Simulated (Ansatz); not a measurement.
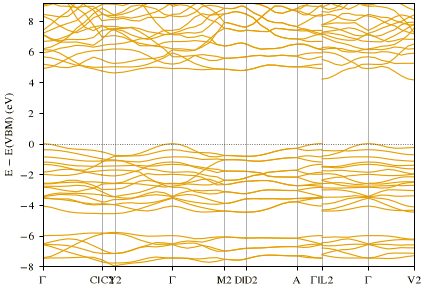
Fig. 1. Band structure from plane-wave PAW r²SCAN (Ansatz code)

Q: Read off the gap and where the band edges lie.

A: About 4.1 eV (4.14 eV by a search for the band edges); maximum at Γ, minimum at V2.

The material is P₃N₅ in space group C2/c (No. 15; Pearson symbol mS32).

The first step of the workflow began from a Materials Project structure, measured or hypothetical; the Crystallography Open Database copy checked does not list it. Whether it is the stable phase at ambient conditions was not checked. The cell was relaxed with r²SCAN under the symmetry of its start; whether a distortion lowers the energy is not shown.

Potentials: the earlier of the program's two PAW sets.
